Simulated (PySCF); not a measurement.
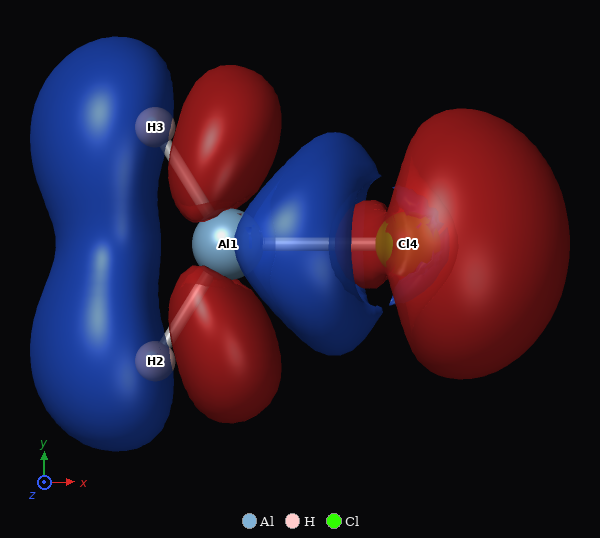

Figure 1: AlClH$_{2}$. Change of the electron density in a uniform field of 0.26 V/Å, surfaces at ±0.001 e/Å³ (blue: gain, red: loss).

Computed with PySCF, TPSSh/def2-SVPD, geometry: GFN2-xTB. No frequency check shows the geometry to be a minimum. GFN2-xTB bond lengths at metals and heavier atoms can be off by up to 0.1 Å and shapes distorted, which carries into these values.

Coordinates in Å:

```
Al1     -1.0189    0.0000    0.0000
H2      -1.8321   -1.3049    0.0000
H3      -1.8321    1.3049    0.0000
Cl4      0.9947    0.0000    0.0000
```

The field was applied in both directions; the picture shows the one opposite to the script's first.

Along which Cartesian direction does the field point?

Answer. Along +x: electrons gather on the −x side, against the field.

What dipole is induced, and what polarisability does it imply?

Answer. The induced dipole is 0.60 D (along the field); α along this axis, from the fields in both directions, is 47 bohr³ (7.0 Å³).

The PySCF run took 7.3 s on 1 thread of Intel(R) Xeon(R) 6975P-C (Granite Rapids), with other jobs on the host, peak memory 0.31 GiB.
